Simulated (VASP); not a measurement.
# Ni(111) over its thickness, part 8 of 8

Aim: follow surface energy, work function and relaxation of Ni(111) with the number of layers.

VASP 6.6.1, plane waves and PAW; the level of theory is named at each step.

Still holding for the runs below: The magnetic state follows from one typed start and may not be the lowest.

So far. Step 19 (The vacuum level, layers 11): The vacuum level lies 5.05 eV above the Fermi level at the upper face; both faces agree, as the slab has next to no dipole. Step 20 (Surface relaxation, layers 12): The run ended after 10 ionic steps, 0.005 eV below its first step, once the forces on the free atoms met EDIFFG = -0.01.

### Step 21. The vacuum level, layers 12

Level of this step: PBE, spin-polarised from a ferromagnetic start; plane waves and PAW (Ni) (VASP).

INCAR reads:

```
SYSTEM = Ni
PREC = Normal
ENCUT = 320
EDIFF = 1E-06
NELM = 120
ISMEAR = 1
SIGMA = 0.15
LREAL = .FALSE.
ALGO = Fast
GGA = PE
NBANDS = 87
ISPIN = 2
MAGMOM = 1 1 1 1 1 1 1 1 1 1 1 1
LASPH = .TRUE.
LMAXMIX = 4
LORBIT = 11
LWAVE = .FALSE.
LCHARG = .FALSE.
KPAR = 4
IDIPOL = 3
LDIPOL = .TRUE.
DIPOL = 0.5 0.5 0.5
LVHAR = .TRUE.
LVACPOTAV = .TRUE.
```

POSCAR reads:

```
Ni
1.0
    2.4861695742      0.0000000000      0.0000000000
    1.2430847871      2.1530860094      0.0000000000
    0.0000000000      0.0000000000     37.3294385264
Ni
12
Direct
    0.3333333300      0.3333333300      0.2014719575
    0.6666666700      0.6666666700      0.2550973414
    0.0000000000      0.0000000000      0.3094398494
    0.3333333300      0.3333333300      0.3639330880
    0.6666666700      0.6666666700      0.4183617407
    0.0000000000      0.0000000000      0.4728020669
    0.3333333300      0.3333333300      0.5271979331
    0.6666666700      0.6666666700      0.5816382593
    0.0000000000      0.0000000000      0.6360669120
    0.3333333300      0.3333333300      0.6905601506
    0.6666666700      0.6666666700      0.7449026586
    0.0000000000      0.0000000000      0.7985280425
```

KPOINTS reads:

```
Automatic mesh
0
Gamma
15 15 1
0 0 0
```

PAW data sets: Ni (PBE family, release 64).

Run with:

```console
$ mpirun -np 4 vasp_std
```

The log of the run:

```text
[... set-up lines as in an earlier step ...]
 entering main loop
       N       E                     dE             d eps       ncg     rms          rms(c)
DAV:   1     0.791379612280E+03    0.79138E+03   -0.39289E+04  9660   0.130E+03
DAV:   2     0.630926413451E+01   -0.78507E+03   -0.73655E+03  9403   0.310E+02
DAV:   3    -0.742019941464E+02   -0.80511E+02   -0.71156E+02  9816   0.126E+02
DAV:   4    -0.763256063724E+02   -0.21236E+01   -0.21131E+01 10271   0.244E+01
[...]
RMM:  68    -0.644883118139E+02   -0.95067E-05   -0.43787E-07  7141   0.311E-03    0.716E-03
RMM:  69    -0.644883130258E+02   -0.12119E-05   -0.11812E-07  6469   0.164E-03    0.410E-03
RMM:  70    -0.644883137041E+02   -0.67837E-06   -0.62191E-08  6112   0.118E-03
 [... a notice as in an earlier step ...]

   1 F= -.64488314E+02 E0= -.64485995E+02  d E =-.695640E-02  mag=     7.7022
```

It took 11 min on 4 MPI ranks of Intel Xeon Platinum 8488C (Sapphire Rapids), shared host; peak memory 1.6 GiB.

Parts of OUTCAR (step 21):

```text
  Total       -1.3019772     -1.3019772     -0.3128798      0.0000000     -0.0000000      0.0000000
  in kB      -10.4392762    -10.4392762     -2.5086759      0.0000000     -0.0000000      0.0000000
  external PRESSURE =      -7.7957427 kB  Pullay stress =       0.0000000 kB

 POSITION                                       TOTAL-FORCE (eV/Angst)
 -----------------------------------------------------------------------------------
      1.24308      0.71770      7.52084         0.000000      0.000000      0.002081
      2.48617      1.43539      9.52264        -0.000000     -0.000000      0.001312
      0.00000      0.00000     11.55122         0.000000      0.000000      0.000251
      1.24308      0.71770     13.58542         0.000000     -0.000000      0.002730
      2.48617      1.43539     15.61721        -0.000000      0.000000     -0.003214
      0.00000      0.00000     17.64944        -0.000000     -0.000000     -0.004910
      1.24308      0.71770     19.68000         0.000000      0.000000      0.004910
      2.48617      1.43539     21.71223         0.000000      0.000000      0.003214
      0.00000      0.00000     23.74402         0.000000      0.000000     -0.002730
      1.24308      0.71770     25.77822        -0.000000     -0.000000     -0.000251
      2.48617      1.43539     27.80680        -0.000000      0.000000     -0.001312
      0.00000      0.00000     29.80860        -0.000000     -0.000000     -0.002081
 -----------------------------------------------------------------------------------
    total drift:                                0.000000      0.000000      0.000004

  FREE ENERGIE OF THE ION-ELECTRON SYSTEM (eV)
  ---------------------------------------------------
  free  energy   TOTEN  =       -64.4883137041 eV

  energy  without entropy=      -64.4813573084  energy(sigma->0) =      -64.48599491

 magnetization (x)
# of ion       s       p       d       tot
------------------------------------------
    1       -0.006  -0.025   0.718   0.687
    2       -0.007  -0.026   0.720   0.687
    3       -0.007  -0.027   0.679   0.645
    4       -0.007  -0.025   0.669   0.637
    5       -0.007  -0.025   0.669   0.637
    6       -0.007  -0.025   0.673   0.641
    7       -0.007  -0.025   0.673   0.641
    8       -0.007  -0.025   0.669   0.637
    9       -0.007  -0.025   0.669   0.637
   10       -0.007  -0.027   0.679   0.645
   11       -0.007  -0.026   0.720   0.687
   12       -0.006  -0.025   0.718   0.687
--------------------------------------------------
tot         -0.080  -0.306   8.254   7.868

[... 2 parts as in an earlier step ...]

[... 1 further part left out ...]
[key lines of the parts left out:]
E-fermi :   4.4361
```

The planar average of the electrostatic potential oscillates, so the rows of the table below give means over windows of 2 Å about each position, cut where the curve ends. Its maxima inside the range that stand out by 2 % of the span (Å: eV): 8.6: -0.414, 10.6: -0.261, 12.6: -0.192, 14.6: -0.261, 16.7: -0.224, 18.7: -0.198, 20.7: -0.224, 22.8: -0.261, 24.8: -0.192, 26.8: -0.261, 28.8: -0.414. Its minima: 7.6: -20.7, 9.6: -20.8, 11.6: -20.9, 13.6: -20.8, 15.7: -20.7, 17.7: -20.8, 19.7: -20.8, 21.7: -20.7, 23.8: -20.8, 25.8: -20.9, 27.8: -20.8, 29.8: -20.7.

Zero at the Fermi level. Planar average of the electrostatic potential against height; means over each step:

| height (Å) | planar average of the electrostatic potential (eV) |
| --- | --- |
| 1.00 | 5.02 |
| 3.00 | 5.02 |
| 5.00 | 4.85 |
| 7.00 | -7.64 |
| 9.00 | -9.59 |
| 11.00 | -9.44 |
| 13.00 | -9.36 |
| 15.00 | -9.35 |
| 17.00 | -9.34 |
| 19.00 | -9.33 |
| 21.00 | -9.30 |
| 23.00 | -9.28 |
| 25.00 | -9.26 |
| 27.00 | -9.33 |
| 29.00 | -9.53 |
| 31.00 | -0.292 |
| 33.00 | 4.99 |
| 35.00 | 5.02 |
| 37.00 | 5.02 |

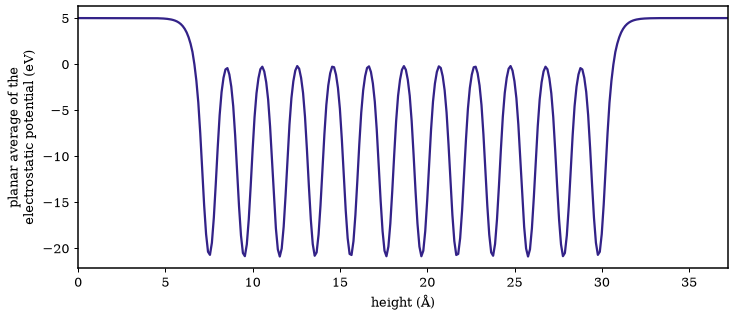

Planar average of the electrostatic potential against height.

The vacuum level lies 5.02 eV above the Fermi level at the upper face; both faces agree, as the slab has next to no dipole.

The program found no field-free point at its default tolerance, and its printed vacuum level lies off the flat part of the planar average, by -0.02 eV at the upper face; the levels here are read from the flat part.

### Step 22. Surface relaxation, layers 14

System of this step: Ni(111). The cell holds 14 atoms: 14 Ni. Its edges and angles: a = 2.486 Å, b = 2.486 Å, c = 41.389 Å, α = 90.0°, β = 90.0°, γ = 60.0°. It derives from Ni. 14 layers of fcc Ni, cut at this functional's lattice. Vacuum lies along c.

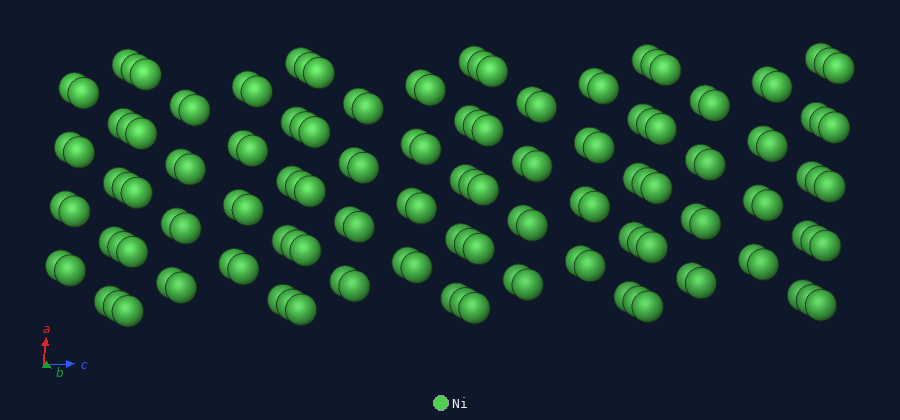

The cell of this step (nickel green). 4×2×1 cells are drawn. Some periodic images of atoms are drawn too.

INCAR reads:

```
SYSTEM = Ni
PREC = Normal
ENCUT = 320
EDIFF = 1E-06
NELM = 120
ISMEAR = 1
SIGMA = 0.15
LREAL = Auto
ALGO = Fast
GGA = PE
NBANDS = 102
ISPIN = 2
MAGMOM = 1 1 1 1 1 1 1 1 1 1 1 1 1 1
LASPH = .TRUE.
LMAXMIX = 4
LORBIT = 11
LWAVE = .FALSE.
LCHARG = .FALSE.
KPAR = 4
IBRION = 2
NSW = 50
ISIF = 2
EDIFFG = -0.01
POTIM = 0.4
MAXMIX = 40
```

POSCAR reads:

```
Ni
1.0
    2.4861695742      0.0000000000      0.0000000000
    1.2430847871      2.1530860094      0.0000000000
    0.0000000000      0.0000000000     41.3893364403
Ni
14
Direct
    0.6666666700      0.6666666700      0.1812060900
    0.0000000000      0.0000000000      0.2302513100
    0.3333333300      0.3333333300      0.2792965300
    0.6666666700      0.6666666700      0.3283417400
    0.0000000000      0.0000000000      0.3773869600
    0.3333333300      0.3333333300      0.4264321800
    0.6666666700      0.6666666700      0.4754773900
    0.0000000000      0.0000000000      0.5245226100
    0.3333333300      0.3333333300      0.5735678200
    0.6666666700      0.6666666700      0.6226130400
    0.0000000000      0.0000000000      0.6716582600
    0.3333333300      0.3333333300      0.7207034700
    0.6666666700      0.6666666700      0.7697486900
    0.0000000000      0.0000000000      0.8187939100
```

KPOINTS is that of step 21.

Run with:

```console
$ mpirun -np 4 vasp_std
```

The log of the run:

```text
[banner, memory and clock lines left out]
running    4 mpi-ranks, on    1 nodes
[...]
LDA part: xc-table for (Slater+PW92), standard interpolation
 POSCAR, INCAR and KPOINTS ok, starting setup
[...]
entering main loop
       N       E                     dE             d eps       ncg     rms          rms(c)
DAV:   1     0.935372741525E+03    0.93537E+03   -0.45036E+04 11336   0.131E+03
DAV:   2     0.136440294439E+02   -0.92173E+03   -0.86052E+03 11016   0.312E+02
DAV:   3    -0.862794010283E+02   -0.99923E+02   -0.86558E+02 11374   0.128E+02
DAV:   4    -0.892952435624E+02   -0.30158E+01   -0.29954E+01 12032   0.268E+01
[...]
RMM:  72    -0.754397669894E+02   -0.79832E-05   -0.15162E-07  6284   0.168E-03    0.179E-03
RMM:  73    -0.754397685012E+02   -0.15118E-05   -0.65283E-08  6186   0.116E-03    0.139E-03
RMM:  74    -0.754397692099E+02   -0.70866E-06   -0.19512E-08  4291   0.731E-04
   1 F= -.75439769E+02 E0= -.75435374E+02  d E =-.754398E+02  mag=     9.0469
[... from here on, the cycles between the ionic steps are left out ...]
   2 F= -.75442698E+02 E0= -.75438387E+02  d E =-.292917E-02  mag=     9.0450
   3 F= -.75444050E+02 E0= -.75439849E+02  d E =-.428103E-02  mag=     9.0434
   4 F= -.75444074E+02 E0= -.75439887E+02  d E =-.430485E-02  mag=     9.0430
   5 F= -.75444496E+02 E0= -.75440345E+02  d E =-.422022E-03  mag=     9.0420
   6 F= -.75444703E+02 E0= -.75440587E+02  d E =-.629257E-03  mag=     9.0411
   7 F= -.75444730E+02 E0= -.75440628E+02  d E =-.655491E-03  mag=     9.0407
   8 F= -.75444810E+02 E0= -.75440714E+02  d E =-.803955E-04  mag=     9.0397
   9 F= -.75444838E+02 E0= -.75440750E+02  d E =-.108781E-03  mag=     9.0387
  10 F= -.75444839E+02 E0= -.75440748E+02  d E =-.109629E-03  mag=     9.0390
  11 F= -.75444842E+02 E0= -.75440752E+02  d E =-.112501E-03  mag=     9.0386
[...]
hard stop encountered!  aborting job ...
[...]
|     The electronic self-consistency was not achieved in the given           |
[...]
soft stop encountered!  aborting job ...
  12 F= -.75444847E+02 E0= -.75440755E+02  d E =-.122738E-01  mag=     9.0366
 deleting file STOPCAR
```

Wall time 25 min (4 MPI ranks); peak memory 1.9 GiB.

The steps of the relaxation:

| step | energy less that of the first step (eV) | largest force (eV/Å) |
| --- | --- | --- |
| 1 | 0.0000 | 0.1612 |
| 2 | -0.0029 | 0.1001 |
| 3 | -0.0043 | 0.0530 |
| 4 | -0.0043 | 0.0535 |
| 5 | -0.0047 | 0.0295 |
| 6 | -0.0049 | 0.0212 |
| 7 | -0.0050 | 0.0214 |
| 8 | -0.0050 | 0.0123 |
| 9 | -0.0051 | 0.0127 |
| 10 | -0.0051 | 0.0130 |
| 11 | -0.0051 | 0.0106 |

The atoms that moved most (Å):

| atom | dx | dy | dz | length |
| --- | --- | --- | --- | --- |
| Ni1 | 0.000 | 0.000 | 0.020 | 0.020 |
| Ni14 | 0.000 | 0.000 | -0.020 | 0.020 |
| Ni12 | 0.000 | 0.000 | 0.010 | 0.010 |
| Ni3 | 0.000 | 0.000 | -0.010 | 0.010 |
| Ni2 | 0.000 | 0.000 | -0.009 | 0.009 |
| Ni13 | 0.000 | 0.000 | 0.009 | 0.009 |

Final coordinates:

```xyz
14
Lattice="2.4862 0.0000 0.0000 1.2431 2.1531 0.0000 0.0000 0.0000 41.3893" Properties=species:S:1:pos:R:3
Ni    2.4862    1.4354    7.5203
Ni    0.0000    0.0000    9.5210
Ni    1.2431    0.7177   11.5502
Ni    2.4862    1.4354   13.5849
Ni    0.0000    0.0000   15.6193
Ni    1.2431    0.7177   17.6516
Ni    2.4862    1.4354   19.6793
Ni    0.0000    0.0000   21.7101
Ni    1.2431    0.7177   23.7377
Ni    2.4862    1.4354   25.7701
Ni    0.0000    0.0000   27.8044
Ni    1.2431    0.7177   29.8392
Ni    2.4862    1.4354   31.8684
Ni    0.0000    0.0000   33.8690
```

The stop cut the electronic loop of the last step short, so that step is set aside; the step before it may be unsound too where the loop had begun to diverge.

The run met its time limit with a largest force of 0.01 eV/Å at its last finished step, short of the threshold. The session accepts it under a looser, picked bar, without proof that a minimum is near.

### Step 23. The vacuum level, layers 14

INCAR, as its differences from that of step 22:

```diff
@@ -19,7 +19,6 @@
 KPAR = 4
-IBRION = 2
-NSW = 50
-ISIF = 2
-EDIFFG = -0.01
-POTIM = 0.4
-MAXMIX = 40
+IDIPOL = 3
+LDIPOL = .TRUE.
+DIPOL = 0.5 0.5 0.5
+LVHAR = .TRUE.
+LVACPOTAV = .TRUE.
```

POSCAR reads:

```
Ni
1.0
    2.4861695742      0.0000000000      0.0000000000
    1.2430847871      2.1530860094      0.0000000000
    0.0000000000      0.0000000000     41.3893364403
Ni
14
Direct
    0.6666666700      0.6666666700      0.1816967364
    0.0000000000      0.0000000000      0.2300344521
    0.3333333300      0.3333333300      0.2790616459
    0.6666666700      0.6666666700      0.3282223885
    0.0000000000      0.0000000000      0.3773739782
    0.3333333300      0.3333333300      0.4264773141
    0.6666666700      0.6666666700      0.4754668681
    0.0000000000      0.0000000000      0.5245331319
    0.3333333300      0.3333333300      0.5735226859
    0.6666666700      0.6666666700      0.6226260218
    0.0000000000      0.0000000000      0.6717776115
    0.3333333300      0.3333333300      0.7209383541
    0.6666666700      0.6666666700      0.7699655479
    0.0000000000      0.0000000000      0.8183032636
```

KPOINTS is that of step 22.

Run with:

```console
$ mpirun -np 4 vasp_std
```

The log of the run:

```text
[... set-up lines as in an earlier step ...]
 entering main loop
       N       E                     dE             d eps       ncg     rms          rms(c)
DAV:   1     0.936029788593E+03    0.93603E+03   -0.45039E+04 11328   0.131E+03
DAV:   2     0.138158710799E+02   -0.92221E+03   -0.86105E+03 11016   0.312E+02
DAV:   3    -0.862745313604E+02   -0.10009E+03   -0.86739E+02 11374   0.128E+02
DAV:   4    -0.892916748346E+02   -0.30171E+01   -0.29967E+01 12070   0.268E+01
[...]
RMM:  95    -0.745386508149E+02   -0.82607E-01   -0.12487E-02 16121   0.229E-01    0.832E-01
RMM:  96    -0.746327507254E+02   -0.94100E-01   -0.11933E-02 17141   0.233E-01    0.821E-01
RMM:  97    -0.746605800321E+02   -0.27829E-01   -0.10622E-03 14391   0.736E-02    0.807E-01
 hard stop encountered!  aborting job ...
 -----------------------------------------------------------------------------
|                                                                             |
|           W    W    AA    RRRRR   N    N  II  N    N   GGGG   !!!           |
|           W    W   A  A   R    R  NN   N  II  NN   N  G    G  !!!           |
|           W    W  A    A  R    R  N N  N  II  N N  N  G       !!!           |
|           W WW W  AAAAAA  RRRRR   N  N N  II  N  N N  G  GGG   !            |
|           WW  WW  A    A  R   R   N   NN  II  N   NN  G    G                |
|           W    W  A    A  R    R  N    N  II  N    N   GGGG   !!!           |
|                                                                             |
|     The minimum charge density times volume of the cell along the axis      |
|     of the dipole correction is larger 1E-1, which could mean that your     |
|     workfunction is not accurate as there is no field free region in        |
|     your cell. Please consider either increasing the size of your cell      |
|     along the dipole correction (vacuum dimension) or perhaps               |
|     increasing the precision of your calculation.                           |
|                                                                             |
 -----------------------------------------------------------------------------

 [... a notice as in an earlier step ...]

 [... a notice as in an earlier step ...]

 soft stop encountered!  aborting job ...
   1 F= -.74660580E+02 E0= -.74657115E+02  d E =-.103962E-01  mag=     9.3283
 -----------------------------------------------------------------------------
|                                                                             |
|           W    W    AA    RRRRR   N    N  II  N    N   GGGG   !!!           |
|           W    W   A  A   R    R  NN   N  II  NN   N  G    G  !!!           |
|           W    W  A    A  R    R  N N  N  II  N N  N  G       !!!           |
|           W WW W  AAAAAA  RRRRR   N  N N  II  N  N N  G  GGG   !            |
|           WW  WW  A    A  R   R   N   NN  II  N   NN  G    G                |
|           W    W  A    A  R    R  N    N  II  N    N   GGGG   !!!           |
|                                                                             |
|     The minimum charge density times volume of the cell along the axis      |
|     of the dipole correction is larger 1E-1, which could mean that your     |
|     workfunction is not accurate as there is no field free region in        |
|     your cell. Please consider either increasing the size of your cell      |
|     along the dipole correction (vacuum dimension) or perhaps               |
|     increasing the precision of your calculation.                           |
|                                                                             |
 -----------------------------------------------------------------------------

 [... a notice as in an earlier step ...]

 deleting file STOPCAR
```

Wall time 20 min (4 MPI ranks); peak memory 1.9 GiB.

The run was stopped at its time limit, and its numbers are not used.

### Step 24. All thicknesses together

This step: a metal face over its thickness, PBE; plane waves and PAW (VASP 6.6.1).

Derived from the runs above.

This step gave:

| Item | Value |
| --- | --- |
| slope energy per layer | -5.480 eV |
| surface energy from the fit | 1.906 J/m² |

Symmetric slabs, all atoms free; energies from the ends of the relaxations. Thickness series, by row:

| layers | slab energy plus 5.0 eV a layer (eV) | surface energy from the bulk run (J/m²) | work function (eV) | change of the top spacing (%) |
| --- | --- | --- | --- | --- |
| 4 | -0.638 | 1.921 | 5.081 | -1.252 |
| 5 | -1.13 | 1.903 | 5.028 | -1.342 |
| 6 | -1.594 | 1.928 | 5.034 | -1.31 |
| 7 | -2.088 | 1.907 | 5.022 | -1.391 |
| 8 | -2.561 | 1.919 | 5.021 | -1.454 |
| 9 | -3.048 | 1.909 | 5.037 | -1.392 |
| 10 | -3.524 | 1.916 | 5.039 | -1.33 |
| 11 | -4.005 | 1.915 | 5.047 | -1.396 |
| 12 | -4.486 | 1.914 | 5.02 | -1.386 |

The third column takes -5.4804 eV an atom from the bulk run, over twice the area of 5.353 Å². The fit needs no bulk run: the intercept of energy against layers is twice the area times the surface energy.

### Step 25. What came out

* surface energy from the fit: 1.91 J/m²
* slope energy per layer: -5.48 eV

A straight line through the slab energies from 7 to 12 layers gives a surface energy of 1.91 J/m² for Ni(111); with one or two rows fewer at either end it runs from 1.90 to 1.92. Its slope differs from the bulk run's energy by 0.5 meV a layer, and the value counted from the bulk run goes from 1.92 J/m² at 4 layers to 1.91 at 12. Over the series the work function lies between 5.02 and 5.08 eV, and the top spacing changes by -1.5 to -1.3 %. Slabs of more than 12 layers ran with LREAL = Auto and the others without, so they are kept out of the line. No row is given for 14 layers, where a run failed. The top spacing is counted from the bulk run's spacing, and the inner spacings of a slab can differ from that too. Swings with thickness mix quantum size effects with the sampling of the mesh and the force threshold. A relaxation stopped short of its threshold, at a residual force of 0.01 eV/Å, so the energy of that state, where it is used, is an upper bound.

[Lines on the potential files, build, host, timing and source positions are cut from VASP's logs without a mark.]

[Logs are printed without paths, hosts, clocks, repeated set-up lines and the standing remarks that a program may print on its own settings, such as how far it seeks lower states.]

[Hosts, paths, dates, database ids (printed as entryN), source tags and the programs' standing remarks are cut or masked in the printed files.]

[Runs that stopped without an error message from VASP are left out.]
